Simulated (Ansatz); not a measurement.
# Molecular dynamics, with input and output: AlH2ClO2 (part 1 of 4)

System: AlH2ClO2.
Method: RKS PBE/6-31G* (Ansatz 0.2.0).

It belongs to a series of runs on one base structure; here: dynamics from the start.

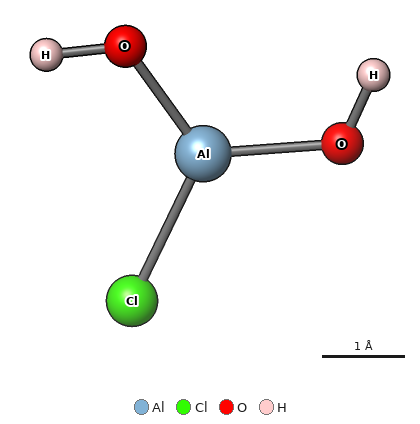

The starting structure (ball-and-stick view, seen at a tilt). Sticks mark near contacts. Bond lengths as drawn: Al–Cl 2.11 Å, Al–O 1.71 to 1.72 Å and H–O 0.97 Å.

Results in brief:

- outcome: finished
- mean temperature over the second half: 151 K
- trajectory: 500 steps, 250 fs
- ensemble: nve
- temperature in the input: 300.0 K
- time step: 0.5 fs
- potential energy (last step): −23236.4281 eV
- mean-field energy (last step): −23236.4281 eV
- largest force (length of the vector) (last step): 1.215 eV/Å
- hardware: 1 thread of Arm Neoverse V1, 24 GiB of memory available, shared host
- wall time: 17 min
- peak memory: 0.11 GiB

Notes:

So short a trajectory is not equilibrated.

Input file:
```yaml
crystal:
  periodic: [false, false, false]
  atoms:
    - { symbol: Al, position_ang: [0.0565, -0.242749, 0.093834] }
    - { symbol: Cl, position_ang: [-0.181091, 0.128037, 2.156321] }
    - { symbol: O, position_ang: [1.651601, -0.315714, -0.530088] }
    - { symbol: H, position_ang: [1.738357, -0.481621, -1.486703] }
    - { symbol: O, position_ang: [-1.29111, -0.467643, -0.947923] }
    - { symbol: H, position_ang: [-2.184057, -0.418911, -0.561841] }
basis:
  gaussian: { orbitals: "6-31G*" }
hamiltonian:
  xc: pbe
md:
  timestep: 0.5
  n_steps: 500
  ensemble: nve
  temperature: 300.0
  initial_velocities: maxwell_boltzmann
  seed: 897071
  masses: [{ species: H, mass: 10.0 }]
```

Command:
```bash
ansatz run input.yaml --threads 1 --pin off --max-ram 2048MiB --backend cpu --events-out ev --progress --plain --runs-dir out
```

The program's output:
```
Engine: ansatz 0.2.0, aarch64-unknown-linux-gnu
Functional definition: PBE
  parameter kappa = 0.804
  parameter beta = 0.06672455060314922
  exchange = pbe_x(kappa = kappa, mu = beta*pi^2/3)
  correlation = pbe_c(beta = beta)
793 factors; their error is unknown
mean field evaluation 1: about -23224.7077 eV, gradient 8.2e1 eV
mean field evaluation 2: about -23161.4601 eV, gradient 1.8e2 eV
mean field evaluation 4: about -23236.2224 eV, gradient 1.0e1 eV
mean field evaluation 8: about -23236.5089 eV, gradient 6.2e-2 eV
mean field evaluation 16: about -23236.4843 eV, gradient 2.6e-5 eV
mean field -23236.48431301 eV, -853.9250482483 hartree, gradient 2.6e-5 eV, S^2 0.000000; 0 other end points of the search recorded, 0 dependent functions left out
the calculation of the forces begins
reference -23236.48435508 eV, -853.9250497944 hartree; 24, 24 occupied and 48, 48 virtual orbitals, 793 factors
md step     0: t =     0.00 fs  T =   300.0 K  F+E_penalty+E_count = -23236.48431301 eV  E_kin = 0.155112 eV  conserved = -23236.32920101 eV  (25 SCF iters)
these checks for a lower state are left out or cut short: starts, cluster_reference, orbital_swaps, neighbouring_geometries, increment
793 factors; their error is unknown
mean field -23236.48325533 eV, -853.9250093792 hartree, gradient 2.3e-5 eV, S^2 0.000000; 0 other end points of the search recorded, 0 dependent functions left out
the calculation of the forces begins
reference -23236.48329742 eV, -853.9250109261 hartree; 24, 24 occupied and 48, 48 virtual orbitals, 793 factors
md step     1: t =     0.50 fs  T =   298.0 K  F+E_penalty+E_count = -23236.48325533 eV  E_kin = 0.154055 eV  conserved = -23236.32920009 eV  (27 SCF iters)
[... from here on the SCF iterations and repeated set-up lines of each step are left out, up to the last step ...]
md step     2: t =     1.00 fs  T =   292.0 K  F+E_penalty+E_count = -23236.48018822 eV  E_kin = 0.150998 eV  conserved = -23236.32919034 eV  (27 SCF iters)
md step     3: t =     1.50 fs  T =   282.6 K  F+E_penalty+E_count = -23236.47527969 eV  E_kin = 0.146108 eV  conserved = -23236.32917165 eV  (27 SCF iters)
md step     4: t =     2.00 fs  T =   270.2 K  F+E_penalty+E_count = -23236.46883708 eV  E_kin = 0.139692 eV  conserved = -23236.32914491 eV  (27 SCF iters)
md step     5: t =     2.50 fs  T =   255.6 K  F+E_penalty+E_count = -23236.46129201 eV  E_kin = 0.132180 eV  conserved = -23236.32911209 eV  (27 SCF iters)
md step     6: t =     3.00 fs  T =   240.0 K  F+E_penalty+E_count = -23236.45316919 eV  E_kin = 0.124093 eV  conserved = -23236.32907601 eV  (27 SCF iters)
md step     7: t =     3.50 fs  T =   224.4 K  F+E_penalty+E_count = -23236.44504114 eV  E_kin = 0.116001 eV  conserved = -23236.32904037 eV  (27 SCF iters)
md step     8: t =     4.00 fs  T =   209.8 K  F+E_penalty+E_count = -23236.43747139 eV  E_kin = 0.108463 eV  conserved = -23236.32900885 eV  (27 SCF iters)
md step     9: t =     4.50 fs  T =   197.2 K  F+E_penalty+E_count = -23236.43095479 eV  E_kin = 0.101970 eV  conserved = -23236.32898505 eV  (27 SCF iters)
md step    10: t =     5.00 fs  T =   187.4 K  F+E_penalty+E_count = -23236.42586211 eV  E_kin = 0.096890 eV  conserved = -23236.32897205 eV  (27 SCF iters)
md step    11: t =     5.50 fs  T =   180.7 K  F+E_penalty+E_count = -23236.42239694 eV  E_kin = 0.093426 eV  conserved = -23236.32897107 eV  (27 SCF iters)
md step    12: t =     6.00 fs  T =   177.1 K  F+E_penalty+E_count = -23236.42057461 eV  E_kin = 0.091593 eV  conserved = -23236.32898189 eV  (27 SCF iters)
md step    13: t =     6.50 fs  T =   176.4 K  F+E_penalty+E_count = -23236.42022474 eV  E_kin = 0.091222 eV  conserved = -23236.32900292 eV  (27 SCF iters)
md step    14: t =     7.00 fs  T =   177.9 K  F+E_penalty+E_count = -23236.42101728 eV  E_kin = 0.091986 eV  conserved = -23236.32903110 eV  (28 SCF iters)
md step    15: t =     7.50 fs  T =   180.7 K  F+E_penalty+E_count = -23236.42250877 eV  E_kin = 0.093446 eV  conserved = -23236.32906289 eV  (29 SCF iters)
md step    16: t =     8.00 fs  T =   183.9 K  F+E_penalty+E_count = -23236.42419901 eV  E_kin = 0.095105 eV  conserved = -23236.32909402 eV  (28 SCF iters)
md step    17: t =     8.50 fs  T =   186.6 K  F+E_penalty+E_count = -23236.42559266 eV  E_kin = 0.096471 eV  conserved = -23236.32912131 eV  (28 SCF iters)
md step    18: t =     9.00 fs  T =   187.8 K  F+E_penalty+E_count = -23236.42625287 eV  E_kin = 0.097111 eV  conserved = -23236.32914196 eV  (26 SCF iters)
md step    19: t =     9.50 fs  T =   187.0 K  F+E_penalty+E_count = -23236.42584455 eV  E_kin = 0.096690 eV  conserved = -23236.32915432 eV  (28 SCF iters)
md step    20: t =    10.00 fs  T =   183.7 K  F+E_penalty+E_count = -23236.42416129 eV  E_kin = 0.095004 eV  conserved = -23236.32915778 eV  (28 SCF iters)
md step    21: t =    10.50 fs  T =   177.9 K  F+E_penalty+E_count = -23236.42113603 eV  E_kin = 0.091983 eV  conserved = -23236.32915271 eV  (28 SCF iters)
md step    22: t =    11.00 fs  T =   169.6 K  F+E_penalty+E_count = -23236.41683656 eV  E_kin = 0.087696 eV  conserved = -23236.32914021 eV  (28 SCF iters)
md step    23: t =    11.50 fs  T =   159.2 K  F+E_penalty+E_count = -23236.41144920 eV  E_kin = 0.082327 eV  conserved = -23236.32912189 eV  (28 SCF iters)
md step    24: t =    12.00 fs  T =   147.3 K  F+E_penalty+E_count = -23236.40525401 eV  E_kin = 0.076154 eV  conserved = -23236.32909964 eV  (28 SCF iters)
md step    25: t =    12.50 fs  T =   134.5 K  F+E_penalty+E_count = -23236.39859558 eV  E_kin = 0.069520 eV  conserved = -23236.32907540 eV  (28 SCF iters)
md step    26: t =    13.00 fs  T =   121.5 K  F+E_penalty+E_count = -23236.39185238 eV  E_kin = 0.062801 eV  conserved = -23236.32905106 eV  (28 SCF iters)
md step    27: t =    13.50 fs  T =   109.0 K  F+E_penalty+E_count = -23236.38540714 eV  E_kin = 0.056379 eV  conserved = -23236.32902822 eV  (21 SCF iters)
md step    28: t =    14.00 fs  T =    97.9 K  F+E_penalty+E_count = -23236.37962049 eV  E_kin = 0.050612 eV  conserved = -23236.32900832 eV  (21 SCF iters)
md step    29: t =    14.50 fs  T =    88.6 K  F+E_penalty+E_count = -23236.37480823 eV  E_kin = 0.045816 eV  conserved = -23236.32899243 eV  (22 SCF iters)
md step    30: t =    15.00 fs  T =    81.7 K  F+E_penalty+E_count = -23236.37122338 eV  E_kin = 0.042242 eV  conserved = -23236.32898126 eV  (22 SCF iters)
md step    31: t =    15.50 fs  T =    77.5 K  F+E_penalty+E_count = -23236.36904324 eV  E_kin = 0.040068 eV  conserved = -23236.32897545 eV  (22 SCF iters)
md step    32: t =    16.00 fs  T =    76.2 K  F+E_penalty+E_count = -23236.36836051 eV  E_kin = 0.039385 eV  conserved = -23236.32897522 eV  (22 SCF iters)
md step    33: t =    16.50 fs  T =    77.7 K  F+E_penalty+E_count = -23236.36917938 eV  E_kin = 0.040199 eV  conserved = -23236.32898051 eV  (22 SCF iters)
md step    34: t =    17.00 fs  T =    82.1 K  F+E_penalty+E_count = -23236.37141573 eV  E_kin = 0.042425 eV  conserved = -23236.32899106 eV  (22 SCF iters)
md step    35: t =    17.50 fs  T =    88.8 K  F+E_penalty+E_count = -23236.37490133 eV  E_kin = 0.045895 eV  conserved = -23236.32900636 eV  (22 SCF iters)
md step    36: t =    18.00 fs  T =    97.4 K  F+E_penalty+E_count = -23236.37939205 eV  E_kin = 0.050366 eV  conserved = -23236.32902574 eV  (22 SCF iters)
md step    37: t =    18.50 fs  T =   107.4 K  F+E_penalty+E_count = -23236.38457955 eV  E_kin = 0.055531 eV  conserved = -23236.32904827 eV  (22 SCF iters)
md step    38: t =    19.00 fs  T =   118.0 K  F+E_penalty+E_count = -23236.39010680 eV  E_kin = 0.061034 eV  conserved = -23236.32907272 eV  (23 SCF iters)
md step    39: t =    19.50 fs  T =   128.6 K  F+E_penalty+E_count = -23236.39558718 eV  E_kin = 0.066490 eV  conserved = -23236.32909764 eV  (28 SCF iters)
md step    40: t =    20.00 fs  T =   138.3 K  F+E_penalty+E_count = -23236.40062708 eV  E_kin = 0.071505 eV  conserved = -23236.32912173 eV  (26 SCF iters)
md step    41: t =    20.50 fs  T =   146.4 K  F+E_penalty+E_count = -23236.40485027 eV  E_kin = 0.075707 eV  conserved = -23236.32914315 eV  (28 SCF iters)
md step    42: t =    21.00 fs  T =   152.3 K  F+E_penalty+E_count = -23236.40792544 eV  E_kin = 0.078765 eV  conserved = -23236.32916024 eV  (28 SCF iters)
md step    43: t =    21.50 fs  T =   155.5 K  F+E_penalty+E_count = -23236.40959326 eV  E_kin = 0.080422 eV  conserved = -23236.32917138 eV  (27 SCF iters)
md step    44: t =    22.00 fs  T =   155.7 K  F+E_penalty+E_count = -23236.40969219 eV  E_kin = 0.080517 eV  conserved = -23236.32917504 eV  (28 SCF iters)
md step    45: t =    22.50 fs  T =   152.8 K  F+E_penalty+E_count = -23236.40818037 eV  E_kin = 0.079010 eV  conserved = -23236.32917013 eV  (28 SCF iters)
md step    46: t =    23.00 fs  T =   147.0 K  F+E_penalty+E_count = -23236.40515092 eV  E_kin = 0.075994 eV  conserved = -23236.32915685 eV  (28 SCF iters)
md step    47: t =    23.50 fs  T =   138.7 K  F+E_penalty+E_count = -23236.40083450 eV  E_kin = 0.071699 eV  conserved = -23236.32913504 eV  (28 SCF iters)
md step    48: t =    24.00 fs  T =   128.6 K  F+E_penalty+E_count = -23236.39559262 eV  E_kin = 0.066486 eV  conserved = -23236.32910625 eV  (28 SCF iters)
md step    49: t =    24.50 fs  T =   117.6 K  F+E_penalty+E_count = -23236.38989360 eV  E_kin = 0.060821 eV  conserved = -23236.32907288 eV  (28 SCF iters)
md step    50: t =    25.00 fs  T =   106.8 K  F+E_penalty+E_count = -23236.38427498 eV  E_kin = 0.055237 eV  conserved = -23236.32903815 eV  (22 SCF iters)
md step    51: t =    25.50 fs  T =    97.3 K  F+E_penalty+E_count = -23236.37929361 eV  E_kin = 0.050288 eV  conserved = -23236.32900552 eV  (21 SCF iters)
md step    52: t =    26.00 fs  T =    89.9 K  F+E_penalty+E_count = -23236.37546950 eV  E_kin = 0.046491 eV  conserved = -23236.32897867 eV  (22 SCF iters)
md step    53: t =    26.50 fs  T =    85.6 K  F+E_penalty+E_count = -23236.37322889 eV  E_kin = 0.044268 eV  conserved = -23236.32896075 eV  (22 SCF iters)
md step    54: t =    27.00 fs  T =    84.9 K  F+E_penalty+E_count = -23236.37285568 eV  E_kin = 0.043902 eV  conserved = -23236.32895392 eV  (22 SCF iters)
md step    55: t =    27.50 fs  T =    88.0 K  F+E_penalty+E_count = -23236.37445805 eV  E_kin = 0.045499 eV  conserved = -23236.32895891 eV  (22 SCF iters)
md step    56: t =    28.00 fs  T =    94.7 K  F+E_penalty+E_count = -23236.37795612 eV  E_kin = 0.048981 eV  conserved = -23236.32897514 eV  (22 SCF iters)
md step    57: t =    28.50 fs  T =   104.6 K  F+E_penalty+E_count = -23236.38309194 eV  E_kin = 0.054091 eV  conserved = -23236.32900056 eV  (22 SCF iters)
md step    58: t =    29.00 fs  T =   116.9 K  F+E_penalty+E_count = -23236.38946069 eV  E_kin = 0.060429 eV  conserved = -23236.32903218 eV  (22 SCF iters)
md step    59: t =    29.50 fs  T =   130.5 K  F+E_penalty+E_count = -23236.39655755 eV  E_kin = 0.067491 eV  conserved = -23236.32906640 eV  (22 SCF iters)
md step    60: t =    30.00 fs  T =   144.5 K  F+E_penalty+E_count = -23236.40383322 eV  E_kin = 0.074734 eV  conserved = -23236.32909970 eV  (27 SCF iters)
md step    61: t =    30.50 fs  T =   157.9 K  F+E_penalty+E_count = -23236.41074969 eV  E_kin = 0.081621 eV  conserved = -23236.32912890 eV  (26 SCF iters)
md step    62: t =    31.00 fs  T =   169.6 K  F+E_penalty+E_count = -23236.41682996 eV  E_kin = 0.087678 eV  conserved = -23236.32915177 eV  (27 SCF iters)
md step    63: t =    31.50 fs  T =   179.0 K  F+E_penalty+E_count = -23236.42169572 eV  E_kin = 0.092529 eV  conserved = -23236.32916692 eV  (27 SCF iters)
md step    64: t =    32.00 fs  T =   185.5 K  F+E_penalty+E_count = -23236.42509105 eV  E_kin = 0.095917 eV  conserved = -23236.32917368 eV  (27 SCF iters)
md step    65: t =    32.50 fs  T =   189.0 K  F+E_penalty+E_count = -23236.42689209 eV  E_kin = 0.097720 eV  conserved = -23236.32917225 eV  (27 SCF iters)
md step    66: t =    33.00 fs  T =   189.4 K  F+E_penalty+E_count = -23236.42710372 eV  E_kin = 0.097940 eV  conserved = -23236.32916367 eV  (27 SCF iters)
md step    67: t =    33.50 fs  T =   187.0 K  F+E_penalty+E_count = -23236.42584648 eV  E_kin = 0.096696 eV  conserved = -23236.32914998 eV  (27 SCF iters)
md step    68: t =    34.00 fs  T =   182.2 K  F+E_penalty+E_count = -23236.42333326 eV  E_kin = 0.094202 eV  conserved = -23236.32913130 eV  (27 SCF iters)
md step    69: t =    34.50 fs  T =   175.5 K  F+E_penalty+E_count = -23236.41984923 eV  E_kin = 0.090739 eV  conserved = -23236.32911010 eV  (28 SCF iters)
md step    70: t =    35.00 fs  T =   167.6 K  F+E_penalty+E_count = -23236.41572308 eV  E_kin = 0.086635 eV  conserved = -23236.32908829 eV  (28 SCF iters)
md step    71: t =    35.50 fs  T =   159.0 K  F+E_penalty+E_count = -23236.41130114 eV  E_kin = 0.082235 eV  conserved = -23236.32906657 eV  (28 SCF iters)
md step    72: t =    36.00 fs  T =   150.6 K  F+E_penalty+E_count = -23236.40692606 eV  E_kin = 0.077880 eV  conserved = -23236.32904652 eV  (22 SCF iters)
md step    73: t =    36.50 fs  T =   142.9 K  F+E_penalty+E_count = -23236.40291490 eV  E_kin = 0.073886 eV  conserved = -23236.32902921 eV  (22 SCF iters)
md step    74: t =    37.00 fs  T =   136.4 K  F+E_penalty+E_count = -23236.39954202 eV  E_kin = 0.070527 eV  conserved = -23236.32901549 eV  (22 SCF iters)
md step    75: t =    37.50 fs  T =   131.6 K  F+E_penalty+E_count = -23236.39702525 eV  E_kin = 0.068019 eV  conserved = -23236.32900598 eV  (22 SCF iters)
md step    76: t =    38.00 fs  T =   128.6 K  F+E_penalty+E_count = -23236.39551555 eV  E_kin = 0.066514 eV  conserved = -23236.32900109 eV  (22 SCF iters)
md step    77: t =    38.50 fs  T =   127.8 K  F+E_penalty+E_count = -23236.39509012 eV  E_kin = 0.066089 eV  conserved = -23236.32900106 eV  (22 SCF iters)
md step    78: t =    39.00 fs  T =   129.1 K  F+E_penalty+E_count = -23236.39574891 eV  E_kin = 0.066743 eV  conserved = -23236.32900582 eV  (22 SCF iters)
md step    79: t =    39.50 fs  T =   132.3 K  F+E_penalty+E_count = -23236.39741481 eV  E_kin = 0.068400 eV  conserved = -23236.32901518 eV  (22 SCF iters)
md step    80: t =    40.00 fs  T =   137.1 K  F+E_penalty+E_count = -23236.39993722 eV  E_kin = 0.070908 eV  conserved = -23236.32902876 eV  (22 SCF iters)
md step    81: t =    40.50 fs  T =   143.2 K  F+E_penalty+E_count = -23236.40309920 eV  E_kin = 0.074053 eV  conserved = -23236.32904581 eV  (22 SCF iters)
md step    82: t =    41.00 fs  T =   150.0 K  F+E_penalty+E_count = -23236.40662868 eV  E_kin = 0.077563 eV  conserved = -23236.32906547 eV  (22 SCF iters)
md step    83: t =    41.50 fs  T =   156.9 K  F+E_penalty+E_count = -23236.41021332 eV  E_kin = 0.081127 eV  conserved = -23236.32908677 eV  (26 SCF iters)
md step    84: t =    42.00 fs  T =   163.3 K  F+E_penalty+E_count = -23236.41351844 eV  E_kin = 0.084410 eV  conserved = -23236.32910805 eV  (28 SCF iters)
md step    85: t =    42.50 fs  T =   168.4 K  F+E_penalty+E_count = -23236.41620974 eV  E_kin = 0.087082 eV  conserved = -23236.32912791 eV  (28 SCF iters)
md step    86: t =    43.00 fs  T =   171.8 K  F+E_penalty+E_count = -23236.41797728 eV  E_kin = 0.088833 eV  conserved = -23236.32914473 eV  (28 SCF iters)
md step    87: t =    43.50 fs  T =   172.9 K  F+E_penalty+E_count = -23236.41856162 eV  E_kin = 0.089405 eV  conserved = -23236.32915694 eV  (28 SCF iters)
md step    88: t =    44.00 fs  T =   171.4 K  F+E_penalty+E_count = -23236.41777915 eV  E_kin = 0.088616 eV  conserved = -23236.32916296 eV  (28 SCF iters)
md step    89: t =    44.50 fs  T =   167.1 K  F+E_penalty+E_count = -23236.41554554 eV  E_kin = 0.086384 eV  conserved = -23236.32916166 eV  (28 SCF iters)
md step    90: t =    45.00 fs  T =   160.0 K  F+E_penalty+E_count = -23236.41189294 eV  E_kin = 0.082741 eV  conserved = -23236.32915240 eV  (28 SCF iters)
md step    91: t =    45.50 fs  T =   150.6 K  F+E_penalty+E_count = -23236.40698001 eV  E_kin = 0.077844 eV  conserved = -23236.32913602 eV  (28 SCF iters)
md step    92: t =    46.00 fs  T =   139.2 K  F+E_penalty+E_count = -23236.40108584 eV  E_kin = 0.071975 eV  conserved = -23236.32911115 eV  (28 SCF iters)
```
